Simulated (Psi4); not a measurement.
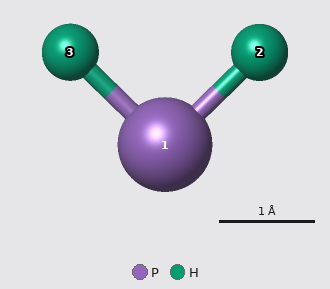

**Figure 1.** The structure (ball-and-stick view, seen on its broad side; atoms are numbered from 1 in the order of the input). Bond lengths as drawn: H–P 1.39 Å.

## PH$_{2}$: single-point calculation

System: PH$_{2}$, multiplicity 2, SMILES [PH2].
Method: CASSCF/def2-TZVP, ROHF (Psi4 1.11).

The geometry comes from this level: GFN2-xTB.

Input (h2p.inp)
```
memory 1600 MB

molecule m {
  0 2
  P      0.97220740    -0.57211458     0.47749600
  H      0.21072336     1.94142903     0.32582658
  H     -1.18293076    -1.36933334    -0.80332258
  units bohr
  symmetry c1
}

set globals {
  basis               def2-TZVP
  reference           rohf
  puream              true
  scf_type            df
  restricted_docc     [7]
  active              [3]
  mcscf_type          df
  mcscf_maxiter       80
  mcscf_r_convergence 0.0001
  mcscf_e_convergence 1e-06
  nat_orbs            true
  maxiter             150
}

energy_value, wavefunction = energy("casscf", return_wfn=True)
```

Run on 1 thread of Intel Xeon @ 2.50GHz (Skylake/Cascade Lake), 192 GiB of memory available, shared host.

Launch command:
```bash
psi4 -n 1 h2p.inp h2p.out
```

Output
```
Psi4 1.11 release

   => Loading Basis Set <=

    Name: DEF2-TZVP
    Role: ORBITAL
    Keyword: BASIS

         ---------------------------------------------------------
                                   SCF
                             ROHF Reference
                        1 Threads,   1525 MiB Core
         ---------------------------------------------------------

  ==> Geometry <==

    Molecular point group: c1
    Full point group: Cs

    Geometry (in Bohr), charge = 0, multiplicity = 2:

       Center              X                  Y                   Z               Mass
    ------------   -----------------  -----------------  -----------------  -----------------
         P            0.099146725341    -0.052665474284     0.000000000000    30.973761998420
         H           -0.640360209146     2.471991438913     0.000000000000     1.007825032230
         H           -2.406743182253    -0.853409032405    -0.000000000000     1.007825032230

  Running in c1 symmetry.

  Rotational constants: A =      9.42197  B =      8.42582  C =      4.44805 [cm^-1]
  Rotational constants: A = 282463.67691  B = 252599.59650  C = 133349.10909 [MHz]
  Nuclear repulsion =   11.669271140864288

  Charge       = 0
  Multiplicity = 2
  Electrons    = 17
  Nalpha       = 9
  Nbeta        = 8

  ==> Algorithm <==

  SCF Algorithm Type is DF.
  DIIS enabled.
  MOM disabled.
  Fractional occupation disabled.
  Guess Type is SAD.
  Energy threshold   = 1.00e-08
  Density threshold  = 1.00e-08
  Integral threshold = 1.00e-12

  ==> Primary Basis <==

  Basis Set: DEF2-TZVP
    Blend: DEF2-TZVP
    Number of shells: 21
    Number of basis functions: 49
    Number of Cartesian functions: 54
    Spherical Harmonics?: true
    Max angular momentum: 3

   => Loading Basis Set <=

    Name: (DEF2-TZVP AUX)
    Role: JKFIT
    Keyword: DF_BASIS_SCF

  ==> Integral Setup <==

  DFHelper Memory: AOs need 0.004 GiB; user supplied 1.118 GiB.
  SCF_SUBTYPE=INCORE selected. In-core MEM_DF algorithm will be used.
  Using in-core AOs.

  ==> MemDFJK: Density-Fitted J/K Matrices <==

    J tasked:                   Yes
    K tasked:                   Yes
    wK tasked:                   No
    Memory [MiB]:              1144
    Algorithm:                 Core
    Schwarz Cutoff:           1E-12
    Mask sparsity (%):       0.0000
    Fitting Condition:        1E-10

   => Auxiliary Basis Set <=

  Basis Set: (DEF2-TZVP AUX)
    Blend: DEF2-UNIVERSAL-JKFIT
    Number of shells: 50
    Number of basis functions: 164
    Number of Cartesian functions: 195
    Spherical Harmonics?: true
    Max angular momentum: 4

  Minimum eigenvalue in the overlap matrix is 1.5591419247E-02.
  Reciprocal condition number of the overlap matrix is 3.4733019689E-03.
    Using symmetric orthogonalization.

  ==> Pre-Iterations <==

  SCF Guess: Superposition of Atomic Densities via on-the-fly atomic UHF (no occupation information).

   -------------------------
    Irrep   Nso     Nmo
   -------------------------
     A         49      49
   -------------------------
    Total      49      49
   -------------------------

  ==> Iterations <==

                           Total Energy        Delta E     RMS |[F,P]|

   @DF-ROHF iter SAD:  -341.40591661888442   -3.41406e+02   0.00000e+00
   @DF-ROHF iter   1:  -341.85720807994340   -4.51291e-01   2.89845e-03 DIIS
   @DF-ROHF iter   2:  -341.87402055070066   -1.68125e-02   8.70654e-04 DIIS
   @DF-ROHF iter   3:  -341.87577942076842   -1.75887e-03   2.34345e-04 DIIS
   @DF-ROHF iter   4:  -341.87623126724992   -4.51846e-04   4.11556e-05 DIIS
   @DF-ROHF iter   5:  -341.87624404690024   -1.27797e-05   6.05444e-06 DIIS
   @DF-ROHF iter   6:  -341.87624421129658   -1.64396e-07   1.20168e-06 DIIS
   @DF-ROHF iter   7:  -341.87624422107513   -9.77855e-09   1.94010e-07 DIIS
   @DF-ROHF iter   8:  -341.87624422134411   -2.68983e-10   3.33125e-08 DIIS
   @DF-ROHF iter   9:  -341.87624422135144   -7.33280e-12   5.95689e-09 DIIS
  Energy and wave function converged.

  ==> Post-Iterations <==

    Orbital Energies [Eh]
    ---------------------

    Doubly Occupied:

       1A    -79.947299     2A     -7.493176     3A     -5.385556
       4A     -5.385409     5A     -5.384889     6A     -0.825948
       7A     -0.526710     8A     -0.419635

    Singly Occupied:

       9A     -0.157266

    Virtual:

      10A      0.151906    11A      0.154507    12A      0.291364
      13A      0.314140    14A      0.367645    15A      0.403747
      16A      0.424650    17A      0.439179    18A      0.443011
      19A      0.494025    20A      0.668290    21A      0.715565
      22A      0.788411    23A      1.416941    24A      1.432432
      25A      1.464109    26A      1.482125    27A      1.496575
      28A      1.499117    29A      1.499869    30A      1.507399
      31A      1.528526    32A      1.587391    33A      1.695317
      34A      1.713987    35A      1.738160    36A      1.827947
      37A      1.908547    38A      2.119104    39A      2.261238
      40A      2.317460    41A      2.420962    42A      2.741517
      43A      2.900968    44A      2.982047    45A      3.066685
      46A      7.842971    47A      7.930345    48A      7.938296
      49A     14.467111

    Final Occupation by Irrep:
              A
    DOCC [     8 ]
    SOCC [     1 ]
    NA   [     9 ]
    NB   [     8 ]

  @DF-ROHF Final Energy:  -341.87624422135144

   => Energetics <=

    Nuclear Repulsion Energy =             11.6692711408642875
    One-Electron Energy =                -495.9898447314449186
    Two-Electron Energy =                 142.4443293692291945
    Total Energy =                       -341.8762442213514419

Computation Completed

Properties will be evaluated at   0.000000,   0.000000,   0.000000 [a0]

Properties computed using the SCF density matrix

 Multipole Moments:

 ------------------------------------------------------------------------------------
     Multipole            Electronic (a.u.)      Nuclear  (a.u.)        Total (a.u.)
 ------------------------------------------------------------------------------------

 L = 1.  Multiply by 2.5417464519 to convert [e a0] to [Debye]
 Dipole X            :          1.3190328           -1.5599025           -0.2408697
 Dipole Y            :         -0.7006587            0.8286003            0.1279416
 Dipole Z            :          0.0000000           -0.0000000            0.0000000
 Magnitude           :                                                    0.2727403

 ------------------------------------------------------------------------------------

	total time  =          1 seconds =       0.02 minutes
  Constructing Basis Sets for MCSCF...

   => Loading Basis Set <=

    Name: (DEF2-TZVP AUX)
    Role: JKFIT
    Keyword: DF_BASIS_SCF

         ---------------------------------------------------------
                Multi-Configurational Self-Consistent Field
                            (a 'D E T C I' module)

         ---------------------------------------------------------

Warning: iopen=0,opentype!=closed. Making iopen=1

   ==> Parameters <==

    EX LEVEL       =        3      H0 BLOCKSIZE  =     1000
    VAL EX LEVEL   =        0      H0 GUESS SIZE =     1000
    H0COUPLINGSIZE =        0      H0 COUPLING   =       NO
    MAXITER        =       12      NUM PRINT     =       20
    NUM ROOTS      =        1      ICORE         =        1
    PRINT LVL      =        1      FCI           =      YES
    R CONV         = 1.00e-07      MIXED         =      YES
    E CONV         = 1.00e-06      MIXED4        =      YES
    R4S            =       NO      REPL OTF      =       NO
    DIAG METHOD    =      SEM      FOLLOW ROOT   =        0
    PRECONDITIONER = DAVIDSON      UPDATE        = DAVIDSON
    S              =   0.5000      Ms0           =       NO
    GUESS VECTOR   =  H0BLOCK      OPENTYPE      = HIGHSPIN
    COLLAPSE SIZE  =        1      HD AVG        = EVANGELISTI
    MAX NUM VECS   =       13      REF SYM       =     AUTO
    IOPEN        =      YES

    EX ALLOW       =  1  1  1
    STATE AVERAGE  =  0(1.00)

   ==> CI Orbital and Space information <==

   ------------------------------------
               Space    Total     A
   ------------------------------------
                 Nso       49    49
                 Nmo       49    49
               Ndocc        8     8
               Nsocc        1     1
   ------------------------------------
               MCSCF Spaces
   ------------------------------------
         Frozen DOCC        0     0
     Restricted DOCC        7     7
              Active        3     3
     Restricted UOCC       39    39
         Frozen UOCC        0     0
   ------------------------------------

   ==> Setting up CI strings <==

    There are 3 alpha and 3 beta strings
    The CI space requires 9 (9.00E+00) determinants and 1 blocks

   ==> Setting up DF-MCSCF integrals <==

  DFHelper Memory: AOs need 0.004 GiB; user supplied 1.192 GiB.
  SCF_SUBTYPE=INCORE selected. In-core MEM_DF algorithm will be used.
  Using in-core AOs.

  ==> MemDFJK: Density-Fitted J/K Matrices <==

    J tasked:                   Yes
    K tasked:                   Yes
    wK tasked:                   No
    Memory [MiB]:              1220
    Algorithm:                 Core
    Schwarz Cutoff:           1E-12
    Mask sparsity (%):       0.0000
    Fitting Condition:        1E-10

   => Auxiliary Basis Set <=

  Basis Set: (DEF2-TZVP AUX)
    Blend: DEF2-UNIVERSAL-JKFIT
    Number of shells: 50
    Number of basis functions: 164
    Number of Cartesian functions: 195
    Spherical Harmonics?: true
    Max angular momentum: 4

  DFHelper Memory: AOs need 0.004 GiB; user supplied 1.192 GiB.
  SCF_SUBTYPE=INCORE selected. In-core MEM_DF algorithm will be used.
  Using in-core AOs.

   ==> Starting DF-MCSCF iterations <==

           Iter         Total Energy       Delta E   Orb RMS    CI RMS  NCI NORB
   @DF-MCSCF  1:   -341.879166017248   -2.9218e-03  8.27e-04  1.01e-14    1    1  Initial CI
   @DF-MCSCF  2:   -341.885769726760   -6.6037e-03  1.42e-03  1.27e-08    2    1  TS
   @DF-MCSCF  3:   -341.886863351661   -1.0936e-03  7.16e-04  4.16e-08    2    1  TS
   @DF-MCSCF  4:   -341.887236089103   -3.7274e-04  4.42e-04  2.75e-08    2    1  TS, DIIS
   @DF-MCSCF  5:   -341.887361299114   -1.2521e-04  2.79e-04  3.93e-08    2    1  TS, DIIS
   @DF-MCSCF  6:   -341.887412982168   -5.1683e-05  1.13e-04  2.01e-07    2    1  TS, DIIS
   @DF-MCSCF  7:   -341.887421212613   -8.2304e-06  2.19e-05  6.56e-08    2    1  TS, DIIS
   @DF-MCSCF  8:   -341.887421590630   -3.7802e-07  1.15e-05  1.52e-14    3    1  TS, DIIS

          @DF-MCSCF has converged!

   @DF-MCSCF Final Energy: -341.887421590630140

   Computing CI Natural Orbitals

   ==> Starting CI iterations <==

    H0 Block Eigenvalue = -341.88742159

    Simultaneous Expansion Method (Block Davidson Method)
    Using 1 initial trial vectors

     Iter   Root       Total Energy       Delta E      C RMS

   @CI  0:     0   -341.887421590630   -2.5048E+00   9.1261E-14
    Warning: Norm of correction (root 0) is < 1.0E-13
   @CI  1:     0   -341.887421590630   0.0000E+00   2.0294E-14 c

   ==> Energetics <==

    SCF energy =         -341.876244221351442
    Total MCSCF energy = -341.887421590630140

   ==> MCSCF root 0 information <==

    MCSCF Root 0 energy =  -341.887421590630026

   Active Space Natural occupation numbers:

         A   1.975339         A   1.000000         A   0.024661

   The 9 most important determinants:

    *   1    0.993816  (    0,    0)  8AX 9AA
    *   2    0.111042  (    2,    2)  9AA 10AX
    *   3   -0.000058  (    1,    1)  8AA 9AB 10AA
    *   4   -0.000029  (    2,    0)  8AB 9AA 10AA
    *   5   -0.000029  (    0,    2)  8AA 9AA 10AB

Properties will be evaluated at   0.000000,   0.000000,   0.000000 [a0]

Properties computed using the CASSCF density matrix

 Multipole Moments:

 ------------------------------------------------------------------------------------
     Multipole            Electronic (a.u.)      Nuclear  (a.u.)        Total (a.u.)
 ------------------------------------------------------------------------------------

 L = 1.  Multiply by 2.5417464519 to convert [e a0] to [Debye]
 Dipole X            :          1.3435424           -1.5599025           -0.2163601
 Dipole Y            :         -0.7136753            0.8286003            0.1149249
 Dipole Z            :          0.0000000           -0.0000000            0.0000000
 Magnitude           :                                                    0.2449887

 ------------------------------------------------------------------------------------

    Psi4 run time: 0:00:01.98
```

Key numbers

| quantity | value |
| --- | --- |
| outcome | converged |
| total energy | −341.887422 hartree |
| SCF energy | −341.876244 hartree |
| CASSCF energy | −341.887422 hartree |
| correlation energy | −0.011177 hartree |
| basis functions | 49 |
| wall time | 3.6 s |
| peak memory | 0.17 GiB |

Remarks

The record of the run, not the program, notes: active space taken by orbital order; may be a local solution.
